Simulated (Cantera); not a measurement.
Input: 1 mol CuO, 4.3 mol H2, 3.6 mol N2, at 0.0100 bar.

Equilibrium computed with Cantera from the NASA thermochemical tables; the gas is ideal and each condensed phase is pure. Candidate condensed phases: Cu, CuO, Cu(OH)2, Cu2O, H2O; 27 gas species. Equilibrium is a limit: real reactors are often held back by kinetics, nucleation or transport.

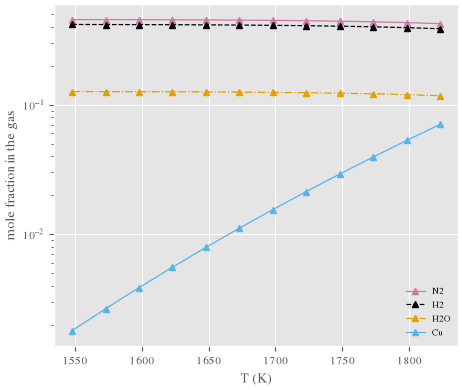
Figure: Equilibrium gas composition (values under 1e-9 drawn at 1e-9)

### Question
Read off the mole fractions at 1798 K.

### Answer
N2 about 0.43, H2 about 0.39, H2O about 0.12, Cu about 0.053.
